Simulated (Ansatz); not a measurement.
# One shape, several levels: BHBr (SMILES [BH]Br)

Wanted: a comparison of 6 runs (U-r2SCAN0/STO-3G, U-wB97X/STO-3G, UB2PLYP/STO-3G, UCAM-B3LYP/STO-3G, UPBE/STO-3G, UCCSDT/STO-3G) of BHBr. 

The calculation is run with Ansatz 0.2.0.

50 further runs of the same task are left out: 6 that didn't finish, 44 set aside as unsound or not needed.

**1. The system as given**

The species is BHBr (3 atoms), meant as a doublet with charge 0. SMILES: `[BH]Br`. The H3–B1 distance was set to 2.981 Å, away from the relaxed value. At this shape a bond of the SMILES string is far longer than usual.

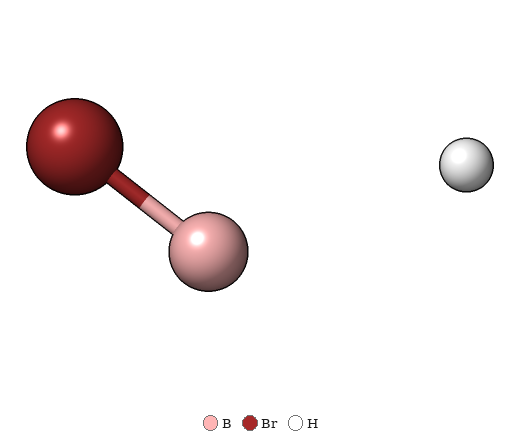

Viewed from a chosen angle; boron pink, bromine red, hydrogen white.

**2. The energy at U-r2SCAN0/STO-3G (run 1)**

job.yaml

```yaml
crystal:
  periodic: [false, false, false]
  atoms:
    - {symbol: B, position_ang: [1.409847, -1.149999, 0.621698]}
    - {symbol: Br, position_ang: [2.685347, -0.063799, 1.447198]}
    - {symbol: H, position_ang: [-1.097400, -0.105000, -0.607300]}
basis:
  gaussian:
    orbitals: STO-3G
magnetization:
  spin_polarized: true
  initial_magnetization: 1
hamiltonian:
  xc: {name: r2SCAN0}
accuracy: high
```

The run is started by

```
ansatz run job.yaml --threads 1 --pin off --max-ram 2610MiB --events-out events.jsonl --progress --plain --runs-dir runs
```

The log of the run:

```text
Warning: RAYON_NUM_THREADS=1 ignored (pool sized by the plan → 1); use --threads N
Functional definition: r2SCAN0
  name "r2SCAN0"
  parameter a = 0.25
  parameter k0 = 0.174
  parameter k1 = 0.065
  parameter a1 = 4.9479
  exchange = (1 - a)*r2scan_x(k0 = k0, k1 = k1, a1 = a1) + a*exact_x
  correlation = r2scan_c
317 factors; integrals over basis functions are off by at most 1.1e-8 eV
mean field evaluation 1: about -69957.0190 eV, gradient 1.4e1 eV
mean field evaluation 2: about -69943.8426 eV, gradient 2.3e1 eV
mean field evaluation 4: about -69961.4430 eV, gradient 1.6e0 eV
mean field evaluation 8: about -69961.5240 eV, gradient 1.9e-1 eV
mean field evaluation 16: about -69961.5417 eV, gradient 3.7e-3 eV
mean field evaluation 32: about -69960.6869 eV, gradient 4.3e0 eV
mean field -69961.54168018 eV, -2571.0392351105 hartree, gradient 1.1e-8 eV, S^2 0.946050; 3 other end points of the search recorded, 0 dependent functions left out
reference -69961.54168079 eV, -2571.0392351330 hartree; 21, 20 occupied and 3, 4 virtual orbitals, 317 factors
Total energy: -69961.54168079 eV, -2571.0392351330 hartree
```

Wall time 9 s (1 thread of Arm Neoverse V1, shared host); peak memory 0.19 GiB.

**3. The energy at U-wB97X/STO-3G (run 2)**

run.yaml

```yaml
crystal:
  periodic: [false, false, false]
  atoms:
    - symbol: B
      position_ang: [1.409847, -1.149999, 0.621698]
    - symbol: Br
      position_ang: [2.685347, -0.063799, 1.447198]
    - symbol: H
      position_ang: [-1.097400, -0.105000, -0.607300]
basis:
  gaussian:
    orbitals: STO-3G
magnetization:
  spin_polarized: true
  initial_magnetization: 1
hamiltonian:
  xc: {name: wB97X}
accuracy: high
```

The run is started by

```
ansatz run run.yaml --threads 1 --pin off --max-ram 2610MiB --events-out events.jsonl --progress --plain --runs-dir runs
```

The log of the run, shortened:

```text
Warning: RAYON_NUM_THREADS=1 ignored (pool sized by the plan → 1); use --threads N
Functional definition: wB97X
  name "wB97X"
[...]
      + exact_x_lr(omega)
[...]
      + integral(e_c_pw_opposite_spin*poly(b97_u_opposite, 1, cos1, cos2, cos3, cos4))
317 factors; integrals over basis functions are off by at most 1.1e-8 eV
109 factors; integrals over basis functions are off by at most 9.9e-10 eV
[...]
mean field -69959.39146014 eV, -2570.9602159813 hartree, gradient 6.2e-8 eV, S^2 0.758484; 3 other end points of the search recorded, 0 dependent functions left out
reference -69959.39145946 eV, -2570.9602159566 hartree; 21, 20 occupied and 3, 4 virtual orbitals, 317 factors
Total energy: -69959.39145946 eV, -2570.9602159566 hartree
```

Run time: 12 s. Hardware: 1 thread of Arm Neoverse V1, shared host; peak memory 0.33 GiB.

Runs 3 to 5 aren't shown in full; the table further down has their settings and results.

**4. The energy at UCCSDT/STO-3G (run 6)**

input.yaml

```yaml
crystal:
  periodic: [false, false, false]
  atoms:
    - symbol: B
      position_ang: [1.409847, -1.149999, 0.621698]
    - symbol: Br
      position_ang: [2.685347, -0.063799, 1.447198]
    - symbol: H
      position_ang: [-1.097400, -0.105000, -0.607300]
basis:
  gaussian: {orbitals: STO-3G}
magnetization: {spin_polarized: true, initial_magnetization: 1}
correlation: {method: ccsdt, frozen_orbitals: {B: 1, Br: 9, H: 0}}
accuracy: high
scf: {omitted_lower_state_checks: [cluster_reference, increment]}
```

The run is started by

```
ansatz run input.yaml --threads 1 --pin off --max-ram 2610MiB --events-out events.jsonl --progress --plain --runs-dir runs
```

The log of the run:

```text
Warning: RAYON_NUM_THREADS=1 ignored (pool sized by the plan → 1); use --threads N
[... 16 lines left out ...]
10 core orbitals not correlated: weight in the atoms' cores, before any rotation towards them, 1.000 or more for the frozen orbitals, at most 0.000 for the correlated occupied ones
[... 45 lines left out ...]
Total energy: -69918.72857507 eV, -2569.4658825174 hartree
Checks for a lower state left out: cluster_reference, increment
```

Run time: 3.3 s. Hardware: 1 thread of Arm Neoverse V1, shared host; peak memory 0.13 GiB.

**5. Overview of the runs**

```
run              level  frozen core orbitals   energy (Eh)   ⟨S²⟩  wall time
  1   U-r2SCAN0/STO-3G                     –  -2571.039235  0.946        9 s
  2     U-wB97X/STO-3G                     –  -2570.960216  0.758       12 s
  3     UB2PLYP/STO-3G                    10  -2570.531152  0.887      3.3 s
  4  UCAM-B3LYP/STO-3G                     –  -2570.939953  0.789      2.8 s
  5        UPBE/STO-3G                     –  -2570.414526  0.765      1.8 s
  6      UCCSDT/STO-3G                    10  -2569.465883  1.122      3.3 s
```

**6. Outcome**

| quantity | value |
| --- | --- |
| run 6: total energy | -2569.46588 Eh |
| run 6: correlation energy (10 core orbitals frozen) | -61.5 mEh |
| run 6: ⟨S²⟩ of the reference determinant | 1.122 |
| run 6: T1 diagnostic | 0.058 |

**Reading.** Totals of different functionals can't be ranked against each other. In runs 1, 2, 3, 4, 5, 6 the basis is minimal, so the values are rough. Spin contamination of the reference: run 6 ⟨S²⟩ = 1.12, run 1 ⟨S²⟩ = 0.95, run 3 ⟨S²⟩ = 0.89. All runs together took 32 s, the longest 12 s.
